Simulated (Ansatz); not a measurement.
## Electronic structure of FHSi in real space

```yaml
atoms:
  - { symbol: F, position_ang: [-1.0902, 0.0244, -0.6023] }
  - { symbol: Si, position_ang: [0.1868, 0.6294, 0.1738] }
  - { symbol: H, position_ang: [0.8924, -0.7186, 0.4153] }
```

Geometry: PBE0-D4/def2-TZVP.

The calculation used RKS PBE0-D4/def2-TZVPP (Ansatz).

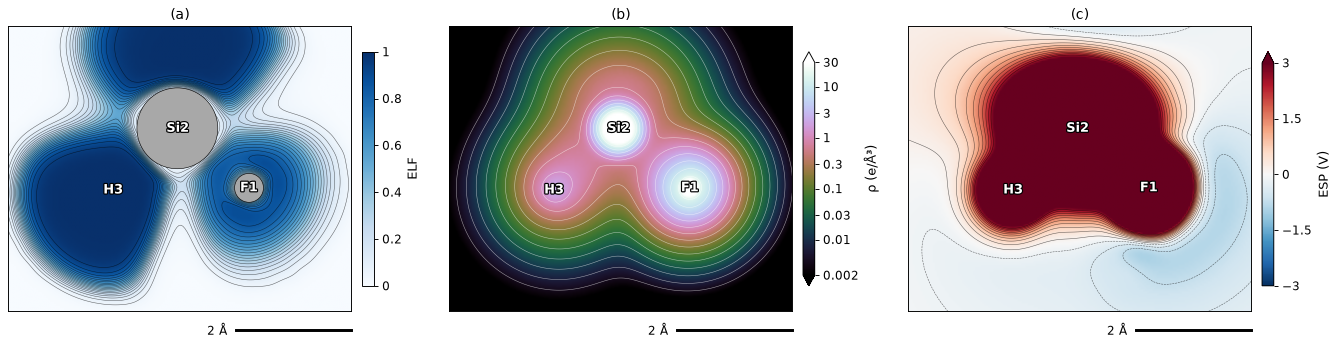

Figure 1. (a) ELF; (b) total electron density; (c) electrostatic potential on the molecular plane. Grey discs cover the atomic cores in the ELF map.

### What does the map show?

- The plane passes through F, Si and H nuclei.
- Si–F (1.61 Å): ρ at the midpoint is about 1.1 e/Å³; the ELF peaks at about 0.85 in the valence shell of F, 0.6 Å from its nucleus, and is about 0.55 at the midpoint.
- Si–H (1.54 Å): ρ is about 0.78 e/Å³ halfway; the ELF climbs to about 1 towards the hydrogen, as it does in any bond to H.
- The ELF also peaks beside F1 and Si2, away from the bonds: lone-pair regions.
- Outside the dense part of the molecule the potential is most negative (−1.0 V) near F1.

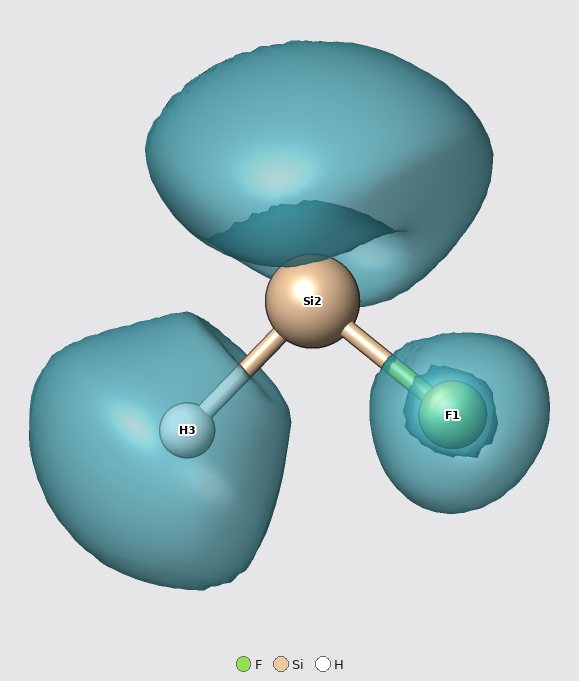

Figure 2. Isosurface of the ELF at 0.75 (cyan), seen at a tilt. Core shells and regions of very low density are left out.

### Describe the localisation domains.

The ELF exceeds this value in one region around a hydrogen nucleus, one lobe on Si, pointing away from the bonds (lone pairs) and one region wrapped around F (its lone pairs, merged into a ring or cap).

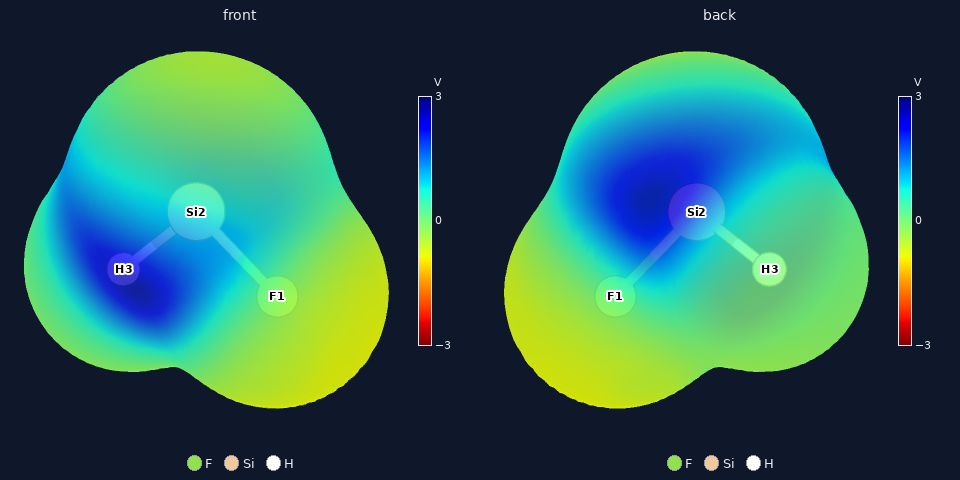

Figure 3. The molecular electrostatic potential painted on the density surface at 0.002 e/bohr³, seen from the front and from behind; the colour scale runs from red (negative) to blue (positive).

### Which sites attract a positive test charge, and which a negative one?

A positive charge is drawn to the negative regions and a negative charge to the positive ones. The most negative region (about −0.8 V) lies over F1, the most positive (about +2.6 V) over Si2.
